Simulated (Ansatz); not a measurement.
# Geometry relaxation, with input and output: SiH₃F₃ (part 1 of 2)

SiH₃F₃, computed with RKS CAM-B3LYP-D4/cc-pVDZ (Ansatz 0.2.0).

The input holds or restrains some coordinates. It belongs to a series of runs on one base structure; here: pulled along the bonds that form and break, towards end A. Figures and captions count atoms from 1; the log counts them from 0 in places.

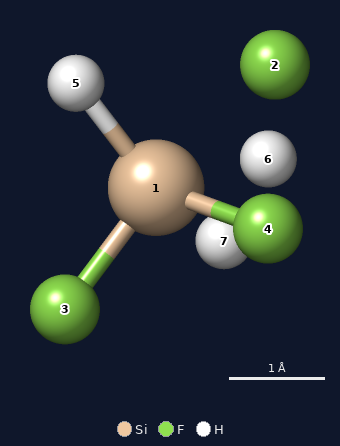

*The structure as given in the input (ball-and-stick view, seen at a tilt; atoms are numbered from 1 in the order of the input).*

Bond lengths as drawn: F–Si 1.58 to 1.60 Å and H–Si 1.43 Å.

Key numbers

| quantity | value |
| --- | --- |
| outcome | converged under the restraints of the input |
| total energy | −16079.1928 eV |
| mean-field energy | −16079.1099 eV |
| largest force (length of the vector) at the end, held atoms and coordinates included | 2.486 eV/Å |
| hardware | 2 threads of Arm Neoverse V1, 24 GiB of memory available, shared host |
| wall time | 28 s (CPU time 53 s) |
| peak memory | 0.16 GiB |

Input file
```yaml
crystal:
  periodic: [false, false, false]
  atoms:
    - { symbol: Si, position_ang: [-0.1815, 0.405, -0.2865] }
    - { symbol: F, position_ang: [1.4017, -0.3156, 0.7001] }
    - { symbol: F, position_ang: [-1.5535, 0.3442, -1.1139] }
    - { symbol: F, position_ang: [-0.6724, 1.0595, 1.0645] }
    - { symbol: H, position_ang: [0.7168, 1.1066, -1.145] }
    - { symbol: H, position_ang: [0.5796, -1.1959, 0.5931] }
    - { symbol: H, position_ang: [-0.2907, -1.4038, 0.1877] }
basis:
  gaussian: { orbitals: cc-pVDZ }
hamiltonian:
  xc: cam_b3lyp
  dispersion: d4
relax:
  f_tol: 0.15
  max_steps: 25
  restrain:
    - { distance: [0, 6], at: 2.72, k: 30.0 }
    - { distance: [5, 1], at: 2.18, k: 30.0 }
    - { distance: [0, 1], at: 1.68, k: 30.0 }
    - { distance: [5, 6], at: 0.62, k: 30.0 }
```

Launched with:
```bash
ansatz run input.yaml --threads 2 --pin off --max-ram 3072MiB --backend cpu --events-out ev --progress --plain --runs-dir out
```

Output
```
The last accepted step is kept in [file] (removed where the run ends without a failure and the disk answers)
Engine: ansatz 0.2.0, aarch64-unknown-linux-gnu
Functional definition: CAM-B3LYP
  parameter alpha = 0.19
  parameter beta = 0.46
  parameter omega = 0.33/bohr
  parameter ac = 0.81
  exchange = (1 - alpha - beta)*b88_x + beta*b88_x_sr(omega) + alpha*exact_x + beta*exact_x_lr(omega)
  correlation = (1 - ac)*vwn5_c + ac*lyp_c
781 factors; integrals over basis functions are off by at most 4.1e-4 eV
228 factors; integrals over basis functions are off by at most 9.1e-7 eV
mean field evaluation 1: about -16072.9050 eV, gradient 4.9e1 eV
mean field evaluation 2: about -16070.1817 eV, gradient 6.7e1 eV
mean field evaluation 4: about -16076.6561 eV, gradient 2.0e0 eV
mean field evaluation 8: about -16076.6833 eV, gradient 4.2e-2 eV
mean field evaluation 16: about -16076.6833 eV, gradient 5.4e-6 eV
mean field -16076.68332250 eV, -590.8072149347 hartree, gradient 5.4e-6 eV, S^2 0.000000; 0 other end points of the search recorded, 0 dependent functions left out
the calculation of the forces begins
reference -16076.68341784 eV, -590.8072184383 hartree; 22, 22 occupied and 53, 53 virtual orbitals, 781 factors
relax step   1: F+E_penalty+E_count = -16076.76550070 eV  Δ(F+E_penalty+E_count) = +0.000e0 eV  max|allowed force component| = 2.255e0 eV/Å  E_restraint = 28.39771503 eV  max|allowed force component, restraints' pulls added| = 2.921e1 eV/Å  Δτ_max = 0.0000 Å  (26 SCF iters, accepted)
  distance Si 0 - H 6 = 1.8731 Å
  distance H 5 - F 1 = 1.2092 Å
  distance Si 0 - F 1 = 1.9998 Å
  distance H 5 - H 6 = 0.9823 Å
these checks for a lower state are left out or cut short: starts, cluster_reference, orbital_swaps, neighbouring_geometries, increment
781 factors; integrals over basis functions are off by at most 3.7e-4 eV
228 factors; integrals over basis functions are off by at most 1.2e-6 eV
mean field -16076.75052343 eV, -590.8096845233 hartree, gradient 2.1e-5 eV, S^2 0.000000; 0 other end points of the search recorded, 0 dependent functions left out
[... from here on the field's lines of each further geometry are left out, up to the last ...]
relax step   2: F+E_penalty+E_count = -16076.83340129 eV  Δ(F+E_penalty+E_count) = -6.790e-2 eV  max|allowed force component| = 2.456e0 eV/Å  E_restraint = 13.01682942 eV  max|allowed force component, restraints' pulls added| = 1.918e1 eV/Å  Δτ_max = 0.1942 Å  (34 SCF iters, accepted)
relax step   3: F+E_penalty+E_count = -16077.13950843 eV  Δ(F+E_penalty+E_count) = -3.061e-1 eV  max|allowed force component| = 3.573e0 eV/Å  E_restraint = 3.88184493 eV  max|allowed force component, restraints' pulls added| = 1.053e1 eV/Å  Δτ_max = 0.1947 Å  (34 SCF iters, accepted)
relax step   4: F+E_penalty+E_count = -16077.88287199 eV  Δ(F+E_penalty+E_count) = -7.434e-1 eV  max|allowed force component| = 3.618e0 eV/Å  E_restraint = 0.15763683 eV  max|allowed force component, restraints' pulls added| = 2.875e0 eV/Å  Δτ_max = 0.1941 Å  (29 SCF iters, accepted)
relax step   5: F+E_penalty+E_count = -16078.43909392 eV  Δ(F+E_penalty+E_count) = -5.562e-1 eV  max|allowed force component| = 2.124e0 eV/Å  E_restraint = 0.11339534 eV  max|allowed force component, restraints' pulls added| = 7.472e-1 eV/Å  Δτ_max = 0.2000 Å  (28 SCF iters, accepted)
relax step   6: F+E_penalty+E_count = -16078.79506024 eV  Δ(F+E_penalty+E_count) = -3.560e-1 eV  max|allowed force component| = 1.692e0 eV/Å  E_restraint = 0.50510713 eV  max|allowed force component, restraints' pulls added| = 5.398e0 eV/Å  Δτ_max = 0.1964 Å  (27 SCF iters, rejected (line search))
relax step   7: F+E_penalty+E_count = -16078.69322434 eV  Δ(F+E_penalty+E_count) = -2.541e-1 eV  max|allowed force component| = 1.393e0 eV/Å  E_restraint = 0.16969677 eV  max|allowed force component, restraints' pulls added| = 1.176e0 eV/Å  Δτ_max = 0.0956 Å  (26 SCF iters, accepted)
relax step   8: F+E_penalty+E_count = -16078.87035151 eV  Δ(F+E_penalty+E_count) = -1.771e-1 eV  max|allowed force component| = 1.397e0 eV/Å  E_restraint = 0.16671453 eV  max|allowed force component, restraints' pulls added| = 1.111e0 eV/Å  Δτ_max = 0.0975 Å  (25 SCF iters, accepted)
relax step   9: F+E_penalty+E_count = -16079.04126302 eV  Δ(F+E_penalty+E_count) = -1.709e-1 eV  max|allowed force component| = 1.799e0 eV/Å  E_restraint = 0.13753359 eV  max|allowed force component, restraints' pulls added| = 5.176e-1 eV/Å  Δτ_max = 0.1461 Å  (27 SCF iters, accepted)
relax step  10: F+E_penalty+E_count = -16079.11776611 eV  Δ(F+E_penalty+E_count) = -7.650e-2 eV  max|allowed force component| = 1.972e0 eV/Å  E_restraint = 0.13073389 eV  max|allowed force component, restraints' pulls added| = 3.617e-1 eV/Å  Δτ_max = 0.1992 Å  (26 SCF iters, accepted)
relax step  11: F+E_penalty+E_count = -16079.16970287 eV  Δ(F+E_penalty+E_count) = -5.194e-2 eV  max|allowed force component| = 2.194e0 eV/Å  E_restraint = 0.12841819 eV  max|allowed force component, restraints' pulls added| = 1.586e-1 eV/Å  Δτ_max = 0.2000 Å  (27 SCF iters, accepted)
relax step  12: F+E_penalty+E_count = -16079.18814860 eV  Δ(F+E_penalty+E_count) = -1.845e-2 eV  max|allowed force component| = 2.390e0 eV/Å  E_restraint = 0.12392729 eV  max|allowed force component, restraints' pulls added| = 9.342e-2 eV/Å  Δτ_max = 0.2000 Å  (27 SCF iters, accepted)
relax step  13: F+E_penalty+E_count = -16079.25563546 eV  Δ(F+E_penalty+E_count) = -6.749e-2 eV  max|allowed force component| = 8.448e-1 eV/Å  E_restraint = 0.28533941 eV  max|allowed force component, restraints' pulls added| = 3.790e0 eV/Å  Δτ_max = 0.1950 Å  (23 SCF iters, rejected (line search))
relax step  14: F+E_penalty+E_count = -16079.21742895 eV  Δ(F+E_penalty+E_count) = -2.928e-2 eV  max|allowed force component| = 1.860e0 eV/Å  E_restraint = 0.15749199 eV  max|allowed force component, restraints' pulls added| = 1.115e0 eV/Å  Δτ_max = 0.0952 Å  (26 SCF iters, rejected (line search))
relax step  15: F+E_penalty+E_count = -16079.19544226 eV  Δ(F+E_penalty+E_count) = -7.294e-3 eV  max|allowed force component| = 2.324e0 eV/Å  E_restraint = 0.12936295 eV  max|allowed force component, restraints' pulls added| = 2.958e-1 eV/Å  Δτ_max = 0.0464 Å  (27 SCF iters, accepted)
relax step  16: F+E_penalty+E_count = -16079.18950357 eV  Δ(F+E_penalty+E_count) = +5.939e-3 eV  max|allowed force component| = 2.540e0 eV/Å  E_restraint = 0.12037900 eV  max|allowed force component, restraints' pulls added| = 1.481e-2 eV/Å  Δτ_max = 0.0850 Å  (24 SCF iters, accepted)
relax step  17: F+E_penalty+E_count = -16079.24075145 eV  Δ(F+E_penalty+E_count) = -5.125e-2 eV  max|allowed force component| = 1.216e0 eV/Å  E_restraint = 0.20297866 eV  max|allowed force component, restraints' pulls added| = 2.147e0 eV/Å  Δτ_max = 0.1467 Å  (24 SCF iters, rejected (line search))
relax step  18: F+E_penalty+E_count = -16079.20649053 eV  Δ(F+E_penalty+E_count) = -1.699e-2 eV  max|allowed force component| = 2.186e0 eV/Å  E_restraint = 0.13901278 eV  max|allowed force component, restraints' pulls added| = 5.827e-1 eV/Å  Δτ_max = 0.0716 Å  (27 SCF iters, rejected (line search))
the calculation of the forces begins
reference -16079.10994882 eV, -590.8963918068 hartree; 22, 22 occupied and 53, 53 virtual orbitals, 781 factors
relax step  19: F+E_penalty+E_count = -16079.19268306 eV  Δ(F+E_penalty+E_count) = -3.179e-3 eV  max|allowed force component| = 2.486e0 eV/Å  E_restraint = 0.12318021 eV  max|allowed force component, restraints' pulls added| = 9.964e-2 eV/Å  Δτ_max = 0.0349 Å  (27 SCF iters, accepted)
```

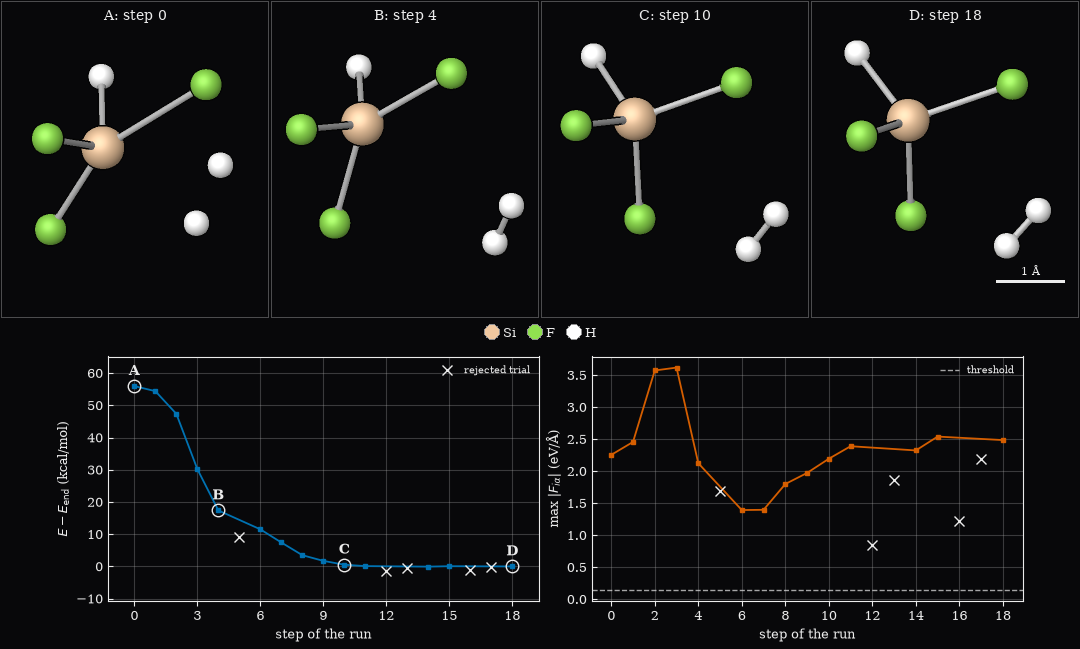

*Frames of the restrained relaxation (ball-and-stick view, seen at a tilt) above the curves, on which the letters mark them (the first geometry is step 0 here and step 1 in the log).*

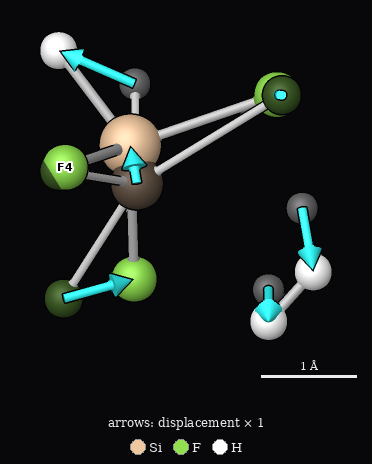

*Start (faint) and end (solid) with the displacements as teal arrows, at true length (ball-and-stick view, seen at a tilt). The two geometries are laid on each other by the best rigid fit.*

The atom that moves furthest after the best rigid fit is H5 (0.88 Å). By element the largest moves are H 0.88 Å, F 0.79 Å, Si 0.42 Å. Among the contacts that change: Si1–F2 2.000 → 1.649 Å, H6–H7 0.982 → 0.705 Å, Si1–H5 1.427 → 1.468 Å, Si1–F4 1.579 → 1.616 Å. New bonds form: H6–H7 (0.98 → 0.70 Å). Among the angles that change: F2–Si1–F3 156.7° → 109.0°, F2–Si1–H5 88.6° → 109.5°, F2–Si1–F4 88.5° → 108.7°. After 18 geometry steps the energy has fallen by 56.0 kcal/mol. The largest force component goes from 2.3 to 2.5 eV/Å. The line search rejected the trial steps at points 5, 12, 13, 16, 17 (counted from 0) and went back. (Atoms are counted from 1 in the order of the input.)

```
  distance Si 0 - H 6 = 2.7261 Å
  distance H 5 - F 1 = 2.1864 Å
  distance Si 0 - F 1 = 1.6488 Å
  distance H 5 - H 6 = 0.7046 Å
781 factors; integrals over basis functions are off by at most 3.4e-4 eV
228 factors; integrals over basis functions are off by at most 2.0e-6 eV
mean field -16079.10985049 eV, -590.8963881933 hartree, gradient 4.5e-6 eV, S^2 0.000000; 1 other end points of the search recorded, 0 dependent functions left out
the calculation of the forces begins
reference -16079.10994882 eV, -590.8963918068 hartree; 22, 22 occupied and 53, 53 virtual orbitals, 781 factors
Total energy: -16079.19278139 eV, -590.8994358477 hartree
Atom 0 at     0.108789     0.715709    -0.331600 Å, force     0.796839    -0.343784     0.118695 eV/Å
Atom 1 at     1.442993    -0.190922     0.009744 Å, force    -0.637383     0.648946    -0.263825 eV/Å
Atom 2 at    -0.853709    -0.119912    -1.325242 Å, force     0.006096     0.002811     0.005028 eV/Å
Atom 3 at    -0.688622     1.004193     1.044150 Å, force     0.007205    -0.006957    -0.012016 eV/Å
Atom 4 at     0.521113     1.976307    -0.961166 Å, force    -0.000540    -0.002681     0.003688 eV/Å
Atom 5 at     0.086093    -1.715070     0.794664 Å, force     2.313390    -0.288090     0.154744 eV/Å
Atom 6 at    -0.616657    -1.670306     0.769451 Å, force    -2.485607    -0.010244    -0.006314 eV/Å
Dipole moment:     0.068985     0.260863    -0.130070 e Å
```
